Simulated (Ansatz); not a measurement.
# SnH2F (SMILES [F][SnH2]): USVWN5/STO-3G

What is the vertical ionisation energy of SnH2F at USVWN5/STO-3G? 

The results are computed with Ansatz 0.2.0.

59 further runs of the same task are left out: 7 that didn't finish, 52 set aside as unsound or not needed.

### Step 1. The structure to begin with

The species is SnH2F (4 atoms), meant as a doublet with charge 0. SMILES: `[F][SnH2]`. The shape is that of a PBE0-D4/def2-TZVP optimisation.

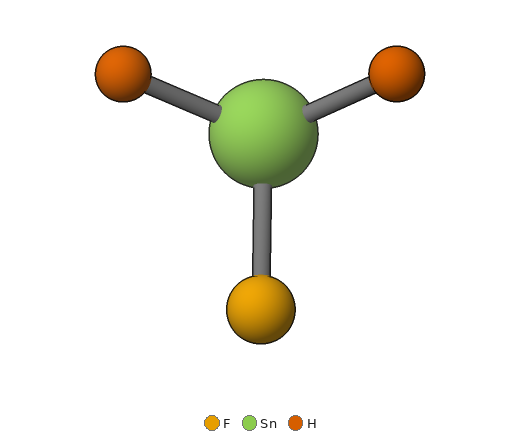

The structure, seen from a chosen angle (fluorine amber, tin green, hydrogen orange).

### Step 2. A single-point energy at USVWN5/STO-3G

Contents of in.yaml:

```yaml
basis:
  gaussian:
    orbitals: STO-3G
crystal:
  periodic: [false, false, false]
  atoms:
    - {symbol: F, position_ang: [-1.552600, -0.190000, 0.640700]}
    - {symbol: Sn, position_ang: [0.028300, -0.242200, -0.468300]}
    - {symbol: H, position_ang: [1.184100, -1.054400, 0.524100]}
    - {symbol: H, position_ang: [0.395700, 1.426200, -0.716700]}
magnetization:
  spin_polarized: true
  initial_magnetization: 1
hamiltonian:
  xc: {name: SVWN5}
accuracy: high
```

Command:

```sh
$ ansatz run in.yaml --threads 1 --pin off --max-ram 2610MiB --events-out events.jsonl --progress --plain --runs-dir runs
```

The program printed:

```text
Warning: RAYON_NUM_THREADS=1 ignored (pool sized by the plan → 1); use --threads N
Functional definition: SVWN5
  name "SVWN5"
  exchange = slater_x
  correlation = vwn5_c
612 factors; integrals over basis functions are off by at most 4.8e-9 eV
mean field evaluation 1: about -164858.0976 eV, gradient 7.6e0 eV
mean field evaluation 2: about -164852.3999 eV, gradient 2.9e1 eV
mean field evaluation 4: about -164858.6486 eV, gradient 8.5e-1 eV
mean field evaluation 8: about -164858.5748 eV, gradient 1.2e-2 eV
mean field evaluation 16: about -164858.5748 eV, gradient 1.4e-7 eV
mean field -164858.57480791 eV, -6058.4408790354 hartree, gradient 3.2e-8 eV, S^2 0.750212; 0 other end points of the search recorded, 0 dependent functions left out
reference -164858.57480946 eV, -6058.4408790923 hartree; 31, 30 occupied and 3, 4 virtual orbitals, 612 factors
Total energy: -164858.57480946 eV, -6058.4408790923 hartree
```

It took 1.5 s on 1 thread of Arm Neoverse V2, shared host; peak memory 0.11 GiB.

### Step 3. The singlet cation

Contents of molecule.yaml:

```yaml
crystal:
  periodic: [false, false, false]
  atoms:
    - {symbol: F, position_ang: [-1.552600, -0.190000, 0.640700]}
    - {symbol: Sn, position_ang: [0.028300, -0.242200, -0.468300]}
    - {symbol: H, position_ang: [1.184100, -1.054400, 0.524100]}
    - {symbol: H, position_ang: [0.395700, 1.426200, -0.716700]}
basis:
  gaussian:
    orbitals: STO-3G
total_charge: 1
hamiltonian:
  xc: {name: SVWN5}
accuracy: high
```

Command:

```sh
$ ansatz run molecule.yaml --threads 1 --pin off --max-ram 2610MiB --events-out events.jsonl --progress --plain --runs-dir runs
```

The program printed:

```text
Warning: RAYON_NUM_THREADS=1 ignored (pool sized by the plan → 1); use --threads N
[... 4 set-up lines as earlier in the session ...]
612 factors; integrals over basis functions are off by at most 4.8e-9 eV
mean field evaluation 1: about -164845.3036 eV, gradient 3.1e1 eV
mean field evaluation 2: about -164634.6128 eV, gradient 1.8e2 eV
mean field evaluation 4: about -164847.4603 eV, gradient 4.3e1 eV
mean field evaluation 8: about -164849.7348 eV, gradient 3.2e1 eV
mean field evaluation 16: about -164853.0245 eV, gradient 1.0e-6 eV
mean field -164853.02445337 eV, -6058.2369072680 hartree, gradient 3.1e-8 eV, S^2 0.000000; 0 other end points of the search recorded, 0 dependent functions left out
reference -164853.02445495 eV, -6058.2369073263 hartree; 30, 30 occupied and 4, 4 virtual orbitals, 612 factors
Total energy: -164853.02445495 eV, -6058.2369073263 hartree
```

It took 1.1 s on 1 thread of Arm Neoverse V2, shared host; peak memory 0.094 GiB.

### Step 4. Outcome

Level: USVWN5/STO-3G.

```
                                          quantity           value
                       doublet SnH2F: total energy  -6058.44088 Eh
                               doublet SnH2F: ⟨S²⟩           0.750
                      singlet cation: total energy  -6058.23691 Eh
vertical ionisation energy (to the singlet cation)        5.550 eV
```

What this shows: The vertical ionisation energy comes to 5.55 eV (536 kJ/mol). Only the singlet of the ionised species was computed; a triplet could lie lower. In a minimal basis such a difference can be off by several eV, whatever the method. Relativity is left out (doublet SnH2F) although the molecule holds a heavy atom. Relativity is left out (singlet cation) although the molecule holds a heavy atom.
